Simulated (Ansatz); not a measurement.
```xyz
15

C     0.8549    1.6143    2.0149
C    -1.9002   -0.1764   -0.0804
C    -1.6869    1.0690   -0.9211
F    -2.1543    0.8524   -2.1763
F    -0.3485    1.3341   -1.0131
O    -1.4990    0.0243    1.2420
Si    0.0654   -0.0752    1.8572
H     0.9649    2.0851    1.0268
H     1.8522    1.5306    2.4781
H     0.2394    2.2716    2.6500
H    -0.0684   -0.7019    3.2011
H     0.8628   -0.9674    0.9618
H    -1.3523   -1.0022   -0.5748
H    -2.9749   -0.4228   -0.1011
H    -2.1799    1.9614   -0.4980
```

Geometry: B3LYP-D3(BJ)/def2-SVP.

Theory: isolated molecule in a Gaussian basis; Kohn-Sham density functional theory, functional PBE0 in Ansatz.

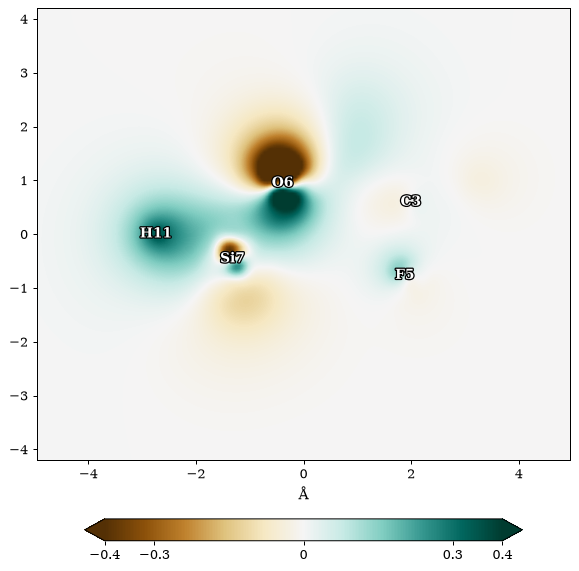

C3H8F2OSi (SMILES C[SiH2]OCC(F)F). The HOMO−1 on the plane of atoms O6, Si7 and H11 (values in Å⁻³ᐟ²; the overall sign is arbitrary).

Q: What is the character of this orbital?

A: By Hirshfeld shares it lies mainly on O6 (about 35 %), H12 (about 20 %), Si7 (about 20 %) and C2 (about 5 %). Its energy is −8.93 eV.
